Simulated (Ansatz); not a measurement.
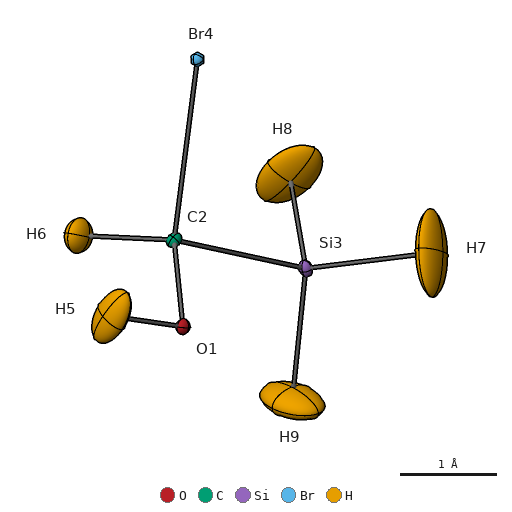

Displacement ellipsoids at the 50 % level, from the internal vibrations of the free molecule (harmonic, no overall translation or rotation; no half-axis is drawn under 0.075 Å). Vibrations computed with RKS PBE0-D4/def2-TZVP (Ansatz 0.2.0). Temperature: 200 K.

**Which atom has the largest mean-square displacement?**

H7, with U_eq = 0.0438 Å².

**Does H7 move more along its bond or across it?**

Across it: the root-mean-square amplitude is 0.085 Å along the bond and up to 0.302 Å across, since bending and torsion are softer than stretching.

List U_eq and the three principal root-mean-square amplitudes for each kind of atom.

```csv
atom,U_eq (Å²),rms amplitudes (Å)
O1,0.0024,"0.026, 0.054, 0.059"
C2,0.0025,"0.042, 0.048, 0.058"
Si3,0.0016,"0.012, 0.029, 0.062"
Br4,0.00034,"0.006, 0.013, 0.029"
H5,0.0239,"0.085, 0.132, 0.217"
H6,0.0132,"0.085, 0.122, 0.132"
H7,0.0438,"0.085, 0.181, 0.302"
H8,0.0395,"0.089, 0.184, 0.277"
H9,0.0387,"0.101, 0.174, 0.275"
```
